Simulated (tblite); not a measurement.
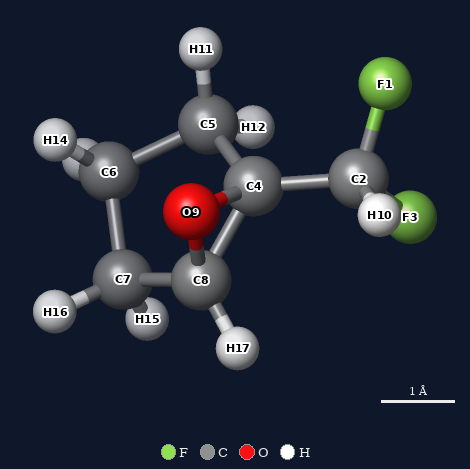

Fig. 1: The structure as given in the input (ball-and-stick view, seen at a tilt; atoms are numbered from 1 in the order of the input).

# C6H8F2O: geometry relaxation

C6H8F2O, computed with GFN2-xTB geometry optimisation, gas phase (tblite 0.8.0).

### The input
```
{"job": {"xc": "GFN2-xTB", "basis": "xTB", "kind": "relax"}, "charge": 0, "multiplicity": 1}
F      2.624500     1.180800     0.798400
C      2.159000     0.147700     0.042700
F      2.354200     0.491100    -1.244700
C      0.717100    -0.053900     0.292700
C     -0.222900     1.103100     0.326900
C     -1.628300     0.481100     0.215300
C     -1.418600    -0.830900    -0.551400
C     -0.009600    -1.242100    -0.223000
O      0.373200    -1.173300     1.152400
H      2.770700    -0.739700     0.270800
H     -0.120900     1.703000     1.226900
H     -0.040500     1.746500    -0.545300
H     -2.350800     1.146000    -0.256700
H     -1.992000     0.260600     1.223400
H     -1.517600    -0.654100    -1.623400
H     -2.151800    -1.590600    -0.236000
H      0.447500    -1.963400    -0.878800
```

The first line tells a small driver script what to run in tblite; the rest is the geometry in Å.

Run on 1 CPU thread, shared host.

Run as:
```bash
OMP_NUM_THREADS=1 python <driver script> task.json out
```

### Output
```
step      E/eV     max force
  0    -828.54780    2.295
  1    -828.63147    1.143
  2    -828.64872    0.352
  3    -828.65928    0.253
  4    -828.66659    0.265
  5    -828.66940    0.134
  6    -828.67073    0.113
  7    -828.67153    0.085
  8    -828.67231    0.083
  9    -828.67288    0.053
 10    -828.67324    0.045
 11    -828.67346    0.039
 12    -828.67346    0.039
 13    -828.67357    0.036
 14    -828.67381    0.037
 15    -828.67391    0.032
 16    -828.67404    0.028
 17    -828.67413    0.024
 18    -828.67427    0.030
 19    -828.67439    0.028
 20    -828.67448    0.021
 21    -828.67454    0.020
 22    -828.67460    0.020
 23    -828.67465    0.017
 24    -828.67469    0.010
 25    -828.67471    0.010
 26    -828.67472    0.011
 27    -828.67474    0.011
 28    -828.67476    0.014
 29    -828.67479    0.014
 30    -828.67482    0.014
 31    -828.67486    0.016
 32    -828.67490    0.015
 33    -828.67494    0.014
 34    -828.67497    0.015
 35    -828.67501    0.014
 36    -828.67505    0.017
 37    -828.67507    0.012
 38    -828.67509    0.009
 39    -828.67511    0.010
 40    -828.67512    0.009
 41    -828.67513    0.007
 42    -828.67514    0.007
 43    -828.67514    0.006
 44    -828.67515    0.005
 45    -828.67515    0.005
 46    -828.67515    0.005
 47    -828.67516    0.003
```

### Trajectory as extended XYZ (Å, eV, eV/Å), 6 of the 12 frames kept, from step=0 to step=47
```
17
Properties=species:S:1:pos:R:3:forces:R:3 step=0 energy=-828.54780
F     2.6245    1.1808    0.7984    0.1240  -0.0520  -0.1780
C     2.1590    0.1477    0.0427    0.5660   0.1370   0.4230
F     2.3542    0.4911   -1.2447    0.2200   0.1740  -0.3610
C     0.7171   -0.0539    0.2927   -1.0100  -1.9470   0.6740
C    -0.2229    1.1031    0.3269   -0.6070   0.7810  -0.1820
C    -1.6283    0.4811    0.2153    0.1050  -0.0570   0.4600
C    -1.4186   -0.8309   -0.5514   -0.7410  -0.1330   0.2600
C    -0.0096   -1.2421   -0.2230    0.3720   0.6010   0.6030
O     0.3732   -1.1733    1.1524   -0.0380   0.8790  -1.7890
H     2.7707   -0.7397    0.2708   -0.0190   0.0290  -0.0190
H    -0.1209    1.7030    1.2269    0.0540   0.0670   0.0800
H    -0.0405    1.7465   -0.5453    0.1630  -0.1340   0.1670
H    -2.3508    1.1460   -0.2567    0.1330  -0.0490  -0.0570
H    -1.9920    0.2606    1.2234    0.0390  -0.0270  -0.1010
H    -1.5176   -0.6541   -1.6234    0.1140  -0.1710  -0.0020
H    -2.1518   -1.5906   -0.2360    0.2380   0.2120  -0.2090
H     0.4475   -1.9634   -0.8788    0.2840  -0.3120   0.2330
17
Properties=species:S:1:pos:R:3:forces:R:3 step=8 energy=-828.67231
F     2.6432    1.1837    0.7860    0.0020   0.0100   0.0110
C     2.1686    0.1535    0.0490    0.0070   0.0060   0.0000
F     2.3770    0.5012   -1.2486    0.0250   0.0040  -0.0250
C     0.6989   -0.0715    0.2945    0.0150   0.0550   0.0380
C    -0.2385    1.1195    0.3331   -0.0350  -0.0080  -0.0120
C    -1.6331    0.4802    0.2340    0.0030  -0.0030  -0.0200
C    -1.4414   -0.8306   -0.5512   -0.0140   0.0340  -0.0070
C    -0.0153   -1.2314   -0.2468   -0.0610  -0.0520  -0.0220
O     0.3488   -1.1587    1.1042    0.0280   0.0290   0.0270
H     2.7748   -0.7364    0.2700    0.0160  -0.0260   0.0080
H    -0.1176    1.7175    1.2355    0.0050  -0.0310  -0.0070
H    -0.0211    1.7428   -0.5361   -0.0070   0.0260   0.0020
H    -2.3462    1.1423   -0.2549    0.0150  -0.0230   0.0430
H    -1.9968    0.2549    1.2371    0.0200  -0.0140  -0.0460
H    -1.5239   -0.6685   -1.6270   -0.0440   0.0060   0.0070
H    -2.1584   -1.5928   -0.2485    0.0250   0.0110  -0.0240
H     0.4738   -1.9937   -0.8403    0.0000  -0.0230   0.0270
17
Properties=species:S:1:pos:R:3:forces:R:3 step=17 energy=-828.67413
F     2.6443    1.1837    0.7866    0.0050   0.0000   0.0040
C     2.1715    0.1534    0.0481    0.0020   0.0040  -0.0120
F     2.3858    0.5003   -1.2493    0.0180  -0.0010  -0.0060
C     0.6999   -0.0681    0.2901   -0.0040  -0.0030  -0.0170
C    -0.2398    1.1214    0.3288    0.0000  -0.0020   0.0020
C    -1.6327    0.4798    0.2320    0.0040  -0.0120  -0.0010
C    -1.4428   -0.8284   -0.5539    0.0030  -0.0070  -0.0150
C    -0.0179   -1.2309   -0.2460    0.0140  -0.0040   0.0140
O     0.3482   -1.1499    1.1053   -0.0120   0.0090   0.0170
H     2.7764   -0.7381    0.2715   -0.0090   0.0040   0.0050
H    -0.1182    1.7096    1.2370    0.0030   0.0090  -0.0070
H    -0.0249    1.7520   -0.5362   -0.0070   0.0050   0.0170
H    -2.3494    1.1423   -0.2485   -0.0060  -0.0080   0.0200
H    -1.9901    0.2455    1.2341    0.0040   0.0090   0.0040
H    -1.5309   -0.6660   -1.6283   -0.0050   0.0050  -0.0230
H    -2.1572   -1.5928   -0.2529   -0.0060   0.0040  -0.0010
H     0.4709   -2.0015   -0.8284   -0.0030  -0.0120  -0.0010
17
Properties=species:S:1:pos:R:3:forces:R:3 step=29 energy=-828.67479
F     2.6448    1.1833    0.7867    0.0010  -0.0060  -0.0060
C     2.1734    0.1537    0.0459   -0.0080  -0.0030   0.0020
F     2.3997    0.4969   -1.2503    0.0000  -0.0040   0.0060
C     0.6998   -0.0647    0.2825    0.0000  -0.0050   0.0000
C    -0.2416    1.1237    0.3249    0.0070  -0.0050  -0.0030
C    -1.6330    0.4771    0.2341    0.0070  -0.0040   0.0000
C    -1.4432   -0.8279   -0.5575    0.0080   0.0000   0.0000
C    -0.0185   -1.2316   -0.2445   -0.0040   0.0040   0.0000
O     0.3471   -1.1405    1.1064   -0.0080  -0.0040  -0.0040
H     2.7719   -0.7406    0.2763   -0.0020   0.0110   0.0000
H    -0.1167    1.7094    1.2346   -0.0040   0.0020  -0.0080
H    -0.0320    1.7594   -0.5371   -0.0070  -0.0030  -0.0030
H    -2.3576    1.1381   -0.2366    0.0020  -0.0040   0.0080
H    -1.9805    0.2379    1.2385    0.0000   0.0000  -0.0010
H    -1.5278   -0.6612   -1.6324    0.0050   0.0040   0.0050
H    -2.1611   -1.5915   -0.2619    0.0080   0.0060  -0.0010
H     0.4683   -2.0098   -0.8195   -0.0060   0.0120   0.0030
17
Properties=species:S:1:pos:R:3:forces:R:3 step=38 energy=-828.67509
F     2.6457    1.1841    0.7845    0.0000  -0.0020  -0.0010
C     2.1732    0.1518    0.0484   -0.0050   0.0000   0.0040
F     2.4035    0.4876   -1.2491   -0.0050  -0.0040   0.0060
C     0.6990   -0.0633    0.2835    0.0000   0.0000  -0.0020
C    -0.2434    1.1248    0.3205    0.0030  -0.0030   0.0010
C    -1.6330    0.4739    0.2409    0.0020  -0.0010  -0.0050
C    -1.4418   -0.8245   -0.5600    0.0030  -0.0030  -0.0010
C    -0.0188   -1.2301   -0.2442    0.0000   0.0020  -0.0010
O     0.3436   -1.1387    1.1072    0.0050   0.0020  -0.0030
H     2.7690   -0.7426    0.2849    0.0010   0.0080   0.0000
H    -0.1162    1.7201    1.2233    0.0010   0.0030  -0.0020
H    -0.0413    1.7519   -0.5499    0.0040  -0.0020   0.0040
H    -2.3651    1.1332   -0.2197   -0.0020   0.0040   0.0050
H    -1.9702    0.2280    1.2475    0.0060  -0.0030  -0.0060
H    -1.5189   -0.6468   -1.6337   -0.0080  -0.0030   0.0020
H    -2.1613   -1.5900   -0.2747    0.0000   0.0010  -0.0040
H     0.4690   -2.0073   -0.8193   -0.0030   0.0010   0.0040
17
Properties=species:S:1:pos:R:3:forces:R:3 step=47 energy=-828.67516
F     2.6452    1.1854    0.7839   -0.0020   0.0010  -0.0020
C     2.1728    0.1517    0.0498   -0.0020  -0.0010   0.0010
F     2.4023    0.4850   -1.2485    0.0010  -0.0010   0.0020
C     0.6988   -0.0634    0.2843   -0.0010   0.0010  -0.0010
C    -0.2431    1.1250    0.3195   -0.0010  -0.0010   0.0010
C    -1.6324    0.4735    0.2414    0.0000   0.0000  -0.0010
C    -1.4418   -0.8237   -0.5615    0.0000   0.0010   0.0010
C    -0.0191   -1.2296   -0.2448   -0.0010  -0.0010  -0.0020
O     0.3424   -1.1389    1.1071    0.0010   0.0020  -0.0010
H     2.7695   -0.7415    0.2880    0.0010   0.0010   0.0000
H    -0.1159    1.7228    1.2207    0.0010  -0.0010   0.0000
H    -0.0406    1.7502   -0.5521    0.0000  -0.0020   0.0020
H    -2.3666    1.1337   -0.2146    0.0010  -0.0010   0.0000
H    -1.9658    0.2240    1.2482    0.0020   0.0020  -0.0010
H    -1.5202   -0.6454   -1.6349    0.0010   0.0000   0.0020
H    -2.1613   -1.5897   -0.2773    0.0000   0.0020   0.0010
H     0.4687   -2.0072   -0.8190    0.0000  -0.0010  -0.0010
```

### Summary

- outcome: converged
- total energy: −828.6752 eV
- peak memory: 0.18 GiB
